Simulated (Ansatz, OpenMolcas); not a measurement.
## Abstraction of Cl: CHClF2 + C2H3O → CHF2 + C2H3ClO

Species: CHClF2 (difluorochloromethane) `FC(F)Cl`, singlet; C2H3O (acetyl radical) `C[C]=O`, doublet; CHF2 (difluoromethyl radical) `F[CH]F`, doublet; C2H3ClO (acetyl chloride) `CC(=O)Cl`, singlet. A radical takes Cl: the energy is the difference in strength between two C–Cl bonds in different surroundings.

Shapes, held fixed at every level: PBE0-D4/def2-TZVP. Programs: Ansatz 0.2.0, OpenMolcas 26.06. The zero-point and thermal change to 298 K, harmonic and unscaled (PBE0-D4/def2-TZVP), is -0.3 kJ/mol.

| level | kind | ΔH(298 K) (kJ/mol) | less CCSD(T)/CBS estimate |
| --- | --- | --- | --- |
| MP2/def2-SVP | perturbation theory | +2.2 | -7.4 |
| MP2/def2-TZVPP | perturbation theory | +4.4 | -5.2 |
| HF/def2-TZVPP | Hartree–Fock | -0.2 | -9.8 |
| SPW92/def2-TZVPP | LDA | -0.6 | -10.2 |
| B3LYP/6-31G* (spherical functions) | global hybrid | +1.3 | -8.3 |
| CCSD/def2-TZVPP | coupled cluster or CI | +9.5 | -0.1 |
| CCSD(T)/CBS estimate | coupled cluster or CI | +9.6 | 0.0 |

The highest level, CCSD(T)/CBS estimate, gives ΔH(298 K) = +9.6 kJ/mol; the levels span -0.6 to +9.6. They disagree on the sign: 5 of 7 are positive. The column of differences is taken from that level and isn't an error. No measured value is set beside it here. Open shells run unrestricted. The CBS estimate extrapolates MP2 from def2-TZVPP and def2-QZVPP and adds CCSD(T) − MP2 in the triple-zeta set, cores frozen.

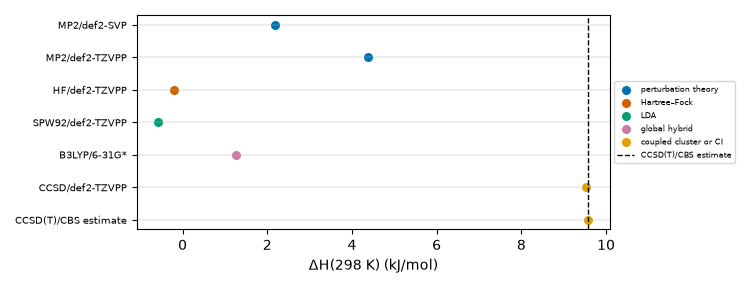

The values of the table, level by level.
